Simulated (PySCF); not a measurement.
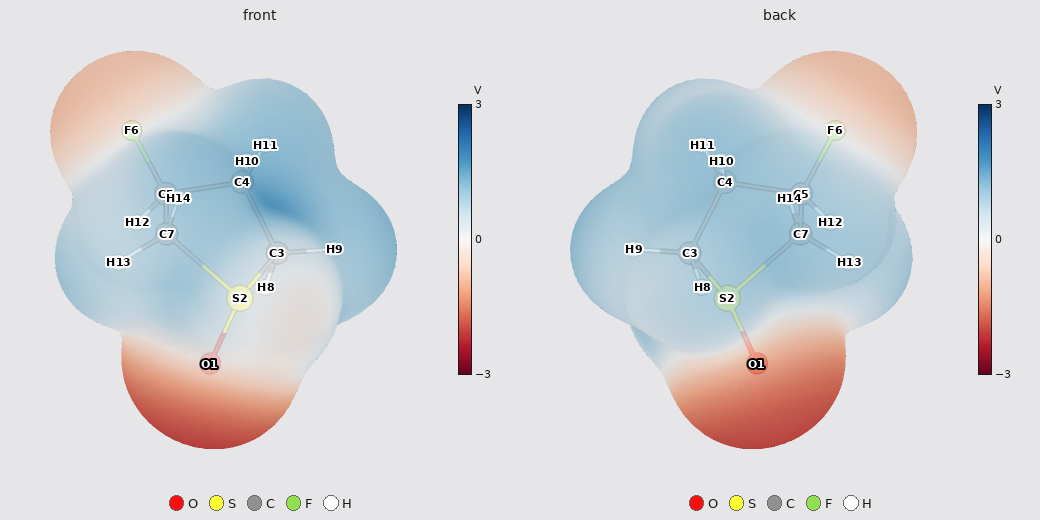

C4H7FOS. The molecular electrostatic potential painted on the density surface at 0.002 e/bohr³, seen from the front and from behind; the colour scale runs from red (negative) to blue (positive).

Geometry: GFN2-xTB, coordinate held.

Theory: B3LYP/pcSseg-1, SCF density, gas phase, non-relativistic in PySCF.

```yaml
atoms:
  - { symbol: O, position_ang: [-0.8468, 2.4751, 0.4067] }
  - { symbol: S, position_ang: [-0.3888, 1.5843, -0.6551] }
  - { symbol: C, position_ang: [1.1779, 0.7980, -0.0030] }
  - { symbol: C, position_ang: [0.9758, -0.7011, -0.0043] }
  - { symbol: C, position_ang: [-0.4743, -0.9273, 0.4138] }
  - { symbol: F, position_ang: [-0.8310, -2.2465, 0.2226] }
  - { symbol: C, position_ang: [-1.3217, -0.0145, -0.4535] }
  - { symbol: H, position_ang: [1.3029, 1.2009, 1.0003] }
  - { symbol: H, position_ang: [2.0083, 1.1136, -0.6291] }
  - { symbol: H, position_ang: [1.6670, -1.2062, 0.6711] }
  - { symbol: H, position_ang: [1.1134, -1.1133, -1.0061] }
  - { symbol: H, position_ang: [-0.6238, -0.7232, 1.4805] }
  - { symbol: H, position_ang: [-2.2970, 0.2119, -0.0305] }
  - { symbol: H, position_ang: [-1.4376, -0.4478, -1.4460] }
```

Q: Where is the surface potential most negative and most positive?

A: The most negative region (about −2.0 V) lies over O1, the most positive (about +1.7 V) over S2, C3 and C4. O1 is the likeliest acceptor of a hydrogen bond.
